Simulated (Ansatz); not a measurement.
# AlH3O (SMILES [H][Al]([H])[OH]): levels of theory compared

Wanted: a comparison of 6 runs (SVWN5/STO-3G, UPBE/STO-3G, UPBE0/STO-3G, CCSDT/STO-3G, CCSD/STO-3G, FCI/STO-3G) of AlH3O. 

The calculation is run with Ansatz 0.2.0.

56 further runs of the same task are left out: 56 set aside as unsound or not needed.

## Step 1: The structure to begin with

The species is AlH3O (5 atoms), meant as a singlet with charge 0. SMILES: `[H][Al]([H])[OH]`. The H2–Al1 distance was set to 2.298 Å, away from the relaxed value. At this shape a bond of the SMILES string is far longer than usual.

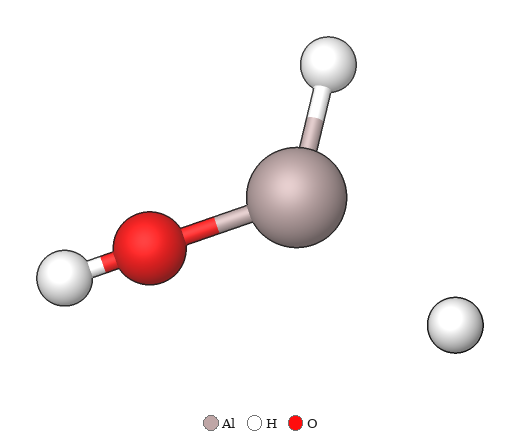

The structure, seen from a chosen angle (aluminium light grey, hydrogen white, oxygen red).

## Step 2: A single-point energy at SVWN5/STO-3G (run 1)

File run.yaml:

```yaml
crystal:
  periodic: [false, false, false]
  atoms:
    - {symbol: Al, position_ang: [-0.491794, 0.468064, -0.053218]}
    - {symbol: H, position_ang: [1.798980, 0.417230, -0.221380]}
    - {symbol: H, position_ang: [-1.244584, 1.785954, -0.255758]}
    - {symbol: O, position_ang: [-1.319014, -0.903086, 0.282712]}
    - {symbol: H, position_ang: [-1.797844, -1.700386, 0.471852]}
basis:
  gaussian:
    orbitals: STO-3G
hamiltonian:
  xc: {name: SVWN5}
accuracy: high
```

Run with:

```sh
$ ansatz run run.yaml --threads 1 --pin off --max-ram 2610MiB --events-out events.jsonl --progress --plain --runs-dir runs
```

Standard output:

```text
Warning: RAYON_NUM_THREADS=1 ignored (pool sized by the plan → 1); use --threads N
Functional definition: SVWN5
  name "SVWN5"
  exchange = slater_x
  correlation = vwn5_c
288 factors; integrals over basis functions are off by at most 9.3e-9 eV
mean field evaluation 1: about -8531.1160 eV, gradient 3.3e1 eV
mean field evaluation 2: about -8504.6170 eV, gradient 9.3e1 eV
mean field evaluation 4: about -8535.1414 eV, gradient 1.1e1 eV
mean field evaluation 8: about -8535.7462 eV, gradient 2.4e-1 eV
mean field evaluation 16: about -8535.7466 eV, gradient 4.3e-7 eV
mean field -8535.74660004 eV, -313.6829018146 hartree, gradient 7.7e-8 eV, S^2 0.000000; 0 other end points of the search recorded, 0 dependent functions left out
reference -8535.74660198 eV, -313.6829018858 hartree; 12, 12 occupied and 5, 5 virtual orbitals, 288 factors
Total energy: -8535.74660198 eV, -313.6829018858 hartree
```

Wall time 1.1 s (1 thread of Intel Xeon Platinum 8259CL at 2.50GHz (Skylake/Cascade Lake), shared host); peak memory 0.1 GiB.

## Step 3: A single-point energy at UPBE/STO-3G (run 2)

File molecule.yaml:

```yaml
crystal:
  periodic: [false, false, false]
  atoms:
    - {symbol: Al, position_ang: [-0.491794, 0.468064, -0.053218]}
    - {symbol: H, position_ang: [1.798980, 0.417230, -0.221380]}
    - {symbol: H, position_ang: [-1.244584, 1.785954, -0.255758]}
    - {symbol: O, position_ang: [-1.319014, -0.903086, 0.282712]}
    - {symbol: H, position_ang: [-1.797844, -1.700386, 0.471852]}
basis:
  gaussian:
    orbitals: STO-3G
accuracy: high
hamiltonian:
  xc: {name: PBE}
magnetization:
  spin_polarized: true
```

Run with:

```sh
$ ansatz run molecule.yaml --threads 1 --pin off --max-ram 2610MiB --events-out events.jsonl --progress --plain --runs-dir runs
```

Standard output:

```text
Warning: RAYON_NUM_THREADS=1 ignored (pool sized by the plan → 1); use --threads N
Functional definition: PBE
  name "PBE"
  parameter kappa = 0.804
  parameter beta = 0.06672455060314922
  exchange = pbe_x(kappa = kappa, mu = beta*pi^2/3)
  correlation = pbe_c(beta = beta)
288 factors; integrals over basis functions are off by at most 9.3e-9 eV
mean field evaluation 1: about -8569.7676 eV, gradient 2.3e1 eV
mean field evaluation 2: about -8544.7690 eV, gradient 6.4e1 eV
mean field evaluation 4: about -8574.0425 eV, gradient 7.5e0 eV
mean field evaluation 8: about -8574.6274 eV, gradient 1.8e-1 eV
mean field evaluation 16: about -8574.6278 eV, gradient 1.2e-7 eV
mean field -8574.62779030 eV, -315.1117592020 hartree, gradient 4.2e-9 eV, S^2 0.000000; 0 other end points of the search recorded, 0 dependent functions left out
reference -8574.62779231 eV, -315.1117592757 hartree; 12, 12 occupied and 5, 5 virtual orbitals, 288 factors
Total energy: -8574.62779231 eV, -315.1117592757 hartree
```

It took 2.5 s on 1 thread of Intel Xeon Platinum 8259CL at 2.50GHz (Skylake/Cascade Lake), shared host; peak memory 0.14 GiB.

Run 3 isn't shown in full; the table further down has it.

## Step 4: The energy at CCSDT/STO-3G (run 4)

run.yaml: that of step 2 with these lines changed.

```diff
@@ -11,4 +11,7 @@
     orbitals: STO-3G
-hamiltonian:
-  xc: {name: SVWN5}
+correlation:
+  method: ccsdt
+  frozen_orbitals: {Al: 5, H: 0, O: 1}
 accuracy: high
+scf:
+  omitted_lower_state_checks: [cluster_reference, increment]
```

Run with:

```sh
$ ansatz run run.yaml --threads 1 --pin off --max-ram 2610MiB --events-out events.jsonl --progress --plain --runs-dir runs
```

Standard output:

```text
Warning: RAYON_NUM_THREADS=1 ignored (pool sized by the plan → 1); use --threads N
[... 11 lines left out ...]
6 core orbitals not correlated: weight in the atoms' cores, before any rotation towards them, 1.000 or more for the frozen orbitals, at most 0.000 for the correlated occupied ones
[... 32 lines left out ...]
Total energy: -8559.57130879 eV, -314.5584437123 hartree
Checks for a lower state left out: cluster_reference, increment
```

It took 0.4 s on 1 thread of Intel Xeon Platinum 8259CL at 2.50GHz (Skylake/Cascade Lake), shared host.

Run 5 isn't shown in full; the table further down has it.

## Step 5: A single-point energy at FCI/STO-3G (run 6)

File in.yaml:

```yaml
crystal:
  periodic: [false, false, false]
  atoms:
    - {symbol: Al, position_ang: [-0.491794, 0.468064, -0.053218]}
    - {symbol: H, position_ang: [1.798980, 0.417230, -0.221380]}
    - {symbol: H, position_ang: [-1.244584, 1.785954, -0.255758]}
    - {symbol: O, position_ang: [-1.319014, -0.903086, 0.282712]}
    - {symbol: H, position_ang: [-1.797844, -1.700386, 0.471852]}
basis:
  gaussian: {orbitals: STO-3G}
correlation: {method: fci, frozen_orbitals: {Al: 5, H: 0, O: 1}}
accuracy: high
total_charge: 0
```

Run with:

```sh
$ ansatz run in.yaml --threads 1 --pin off --max-ram 2610MiB --events-out events.jsonl --progress --plain --runs-dir runs
```

Standard output:

```text
Warning: RAYON_NUM_THREADS=1 ignored (pool sized by the plan → 1); use --threads N
Functional definition: HF
  name "HF"
  exchange = exact_x
  correlation = 0
288 factors; integrals over basis functions are off by at most 9.3e-9 eV
mean field evaluation 1: about -8553.6478 eV, gradient 2.4e1 eV
mean field evaluation 2: about -8553.6611 eV, gradient 2.4e1 eV
mean field evaluation 4: about -8556.2941 eV, gradient 1.3e0 eV
mean field evaluation 8: about -8556.3000 eV, gradient 1.1e-4 eV
mean field -8556.29998250 eV, -314.4382246886 hartree, gradient 2.1e-8 eV, S^2 0.000000; 0 other end points of the search recorded, 0 dependent functions left out; unrestricted orbitals would lower it
mean field evaluation 16: about -8556.6702 eV, gradient 3.8e-1 eV
6 core orbitals not correlated: weight in the atoms' cores, before any rotation towards them, 1.000 or more for the frozen orbitals, at most 0.000 for the correlated occupied ones
reference -8556.29998250 eV, -314.4382246886 hartree; 6, 6 occupied and 5, 5 virtual orbitals, 288 factors
state -8559.56911899 eV, -314.5583632387 hartree
Total energy: -8559.56911899 eV, -314.5583632387 hartree
```

Run time: 3 s. Hardware: 1 thread of Intel Xeon Platinum 8259CL at 2.50GHz (Skylake/Cascade Lake), shared host.

## Step 6: Overview of the runs

| run | level | frozen core orbitals | energy (Eh) | wall time |
| --- | --- | --- | --- | --- |
| 1 | SVWN5/STO-3G | – | -313.682902 | 1.1 s |
| 2 | UPBE/STO-3G | – | -315.111759 | 2.5 s |
| 3 | UPBE0/STO-3G | – | -315.150020 | 2.4 s |
| 4 | CCSDT/STO-3G | 6 | -314.558444 | 0.4 s |
| 5 | CCSD/STO-3G | 6 | -314.553614 | 0.41 s |
| 6 | FCI/STO-3G | 6 | -314.558363 | 3 s |

## Step 7: Results

| quantity | value |
| --- | --- |
| run 6: total energy | -314.55836 Eh |
| run 6: correlation energy (6 core orbitals frozen) | -120.1 mEh |

**Reading.** Against full CI in this basis: CCSDT -0.1 mEh; CCSD +4.7 mEh. Totals of different functionals can't be ranked against each other. In runs 4, 5 the log says that unrestricted orbitals would lower the reference, so the values rest on an unstable closed-shell determinant (other closed-shell runs at this shape may share the fault). In runs 1, 2, 3, 4, 5, 6 the basis is minimal, so the values are rough. All runs together took 9.7 s, the longest 3 s.
